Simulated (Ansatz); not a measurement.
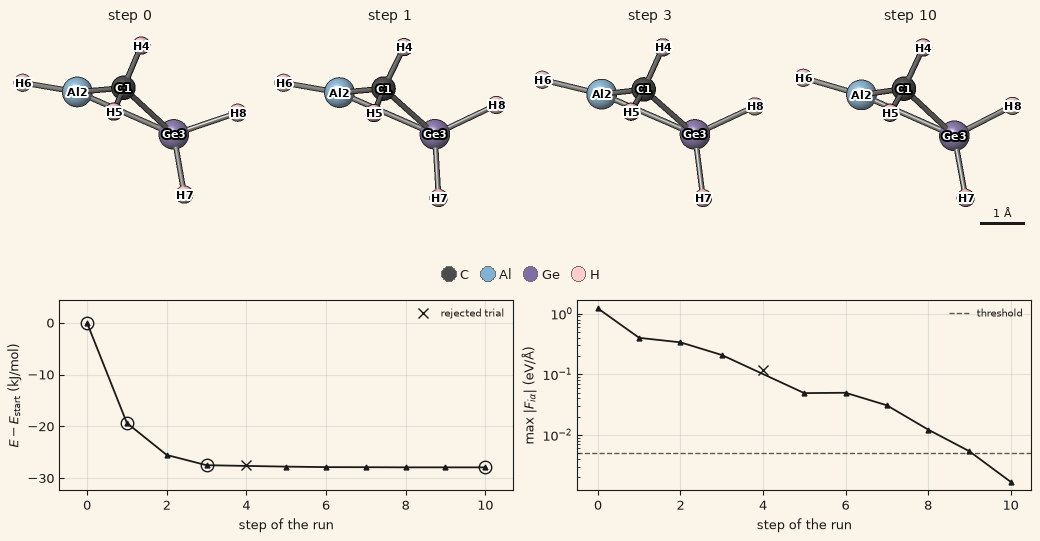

Frames of a relaxation of CH$_{5}$AlGe, marked on the history of the run. Style: ball-and-stick. Shown from a free direction.

Method: RKS PBE0-D4/def2-TZVP (Ansatz). Settings: force threshold 0.005 eV/Å; at most 200 steps.

Question: What happens along the run?

Answer: The energy falls by 27.9 kJ/mol in 9 accepted moves (10 points after the start). Largest force component: 1.2 eV/Å at the start, 0.0017 eV/Å at the end. The line search rejected the trial step at point 4 of the run. The largest move after the best rigid fit is that of H8, 0.27 Å. Largest moves by element: H 0.27 Å, Ge 0.25 Å, Al 0.15 Å, C 0.04 Å. Near-neighbour distances that change, for instance: C1–Ge3 2.233 → 2.047 Å, Al2–Ge3 2.428 → 2.367 Å, Ge3–H8 1.559 → 1.539 Å, Ge3–H7 1.554 → 1.538 Å. Bond angles that change, for instance: Ge3–Al2–H6 142.6° → 159.7°, H7–Ge3–H8 96.1° → 109.6°, C1–Al2–H6 157.0° → 144.5°. The run took 52 s on 2 threads of Intel Xeon Platinum 8259CL @ 2.50GHz, on a shared host. From step 0 to 1: H8 moves most (0.19 Å), energy −19.3 kJ/mol. From step 1 to 3: H6 moves most (0.11 Å), energy −8.15 kJ/mol. From step 3 to 10: H8 moves most (0.11 Å), energy −0.42 kJ/mol.
